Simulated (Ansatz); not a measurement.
## Amorphous Si80O40

A CHGNet melt-quench gave the starting glass, which DFT then relaxed. O atoms were pushed apart under 1.9 Å during the dynamics, to hinder bonds among them. The hot cell started wider than the set density and was brought back towards it in steps. It is the lowest in DFT energy of 4 quenches. It is a model cell: composition and starting density were chosen by hand, and all elements were melted together. No dispersion term was used.

Methods: PBE, scalar-relativistic without spin-orbit coupling (Ansatz, a quantum-chemistry and plane-wave program); r2SCAN, scalar-relativistic without spin-orbit coupling (Ansatz). Geometry, pressure, stress and energy are those of the PBE run. Its sampling: a 2×2×2 Γ-centred mesh; Fermi-Dirac width 0.02 eV; no spin polarisation. Other functionals are single points at the zone centre (r2SCAN at 500 eV), free to take moments where seeds were set. The usual formal charges leave 240 electrons over, so the level spacing at the Fermi energy parts defect or band states and needn't be the band gap. At PBE the levels at the filled edge of the gap are localised (band-tail or defect states), and the nearest spread-out levels lie 0.8 eV apart at the zone centre.

```json
{
  "number_of_atoms_in_the_cell": "120",
  "Density (volume relaxed, without dispersion)": "2.25 g/cm^3",
  "volume_per_atom": "17.78 Å³",
  "Pressure on a 2×2×2 Γ-centred mesh": "0.02 GPa",
  "Largest force and stress component on that mesh (the relaxation ran on the zone centre alone)": "0.17 eV/Å and 0.1 GPa",
  "Energy relative to alpha cristobalite + silicon (lowest mix at this level among the phases computed, not always the ambient ones)": "0.377 eV/atom",
  "Level spacing at the Fermi energy on a 2×2×2 Γ-centred mesh (PBE)": "0.45 eV",
  "Level spacing at the Fermi energy at the zone centre (PBE)": "0.50 eV",
  "Level spacing at the Fermi energy at the zone centre (r2SCAN)": "0.58 eV"
}
```

Cut-offs for bonds: Si-Si 2.60 Å, Si-O 2.00 Å, O-O 1.58 Å. Two cations that share two anions don't count as bonded, nor two that share one unless they lie closer than Si-Si 2.38 Å.

```json
{
 "Mean coordination of Si by anions": "1.01 (42 with 0, 11 with 1, 14 with 2, 10 with 3, 3 with 4); 228 close contacts or bonds to cations besides",
 "Mean coordination of O": "2.02 (39 with 2, 1 with 3)",
 "Mean Si-Si bond": "2.400 Å (spread 0.068 Å, 114 counted)",
 "Mean Si-O bond": "1.665 Å (spread 0.041 Å, 81 counted)"
}
```

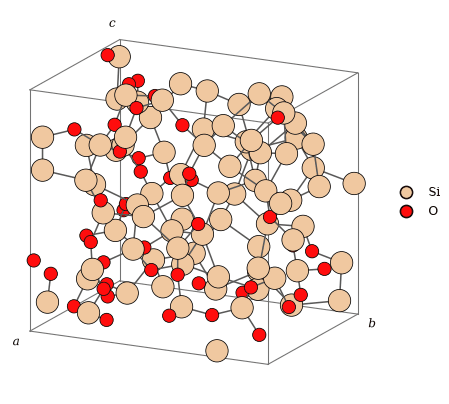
Figure. The relaxed cell

Its density started from a set value of 2.21 g/cm³. The quench (nominally 150 K/ps over its main leg) was far faster than any real one, so the model tends to hold more defects than a real film. A cell of this size samples the disorder only roughly. Volume and shape were free in the relaxation. On a 2×2×2 Γ-centred mesh force components of up to 0.17 eV/Å stay, since the relaxation ran on the zone centre alone.
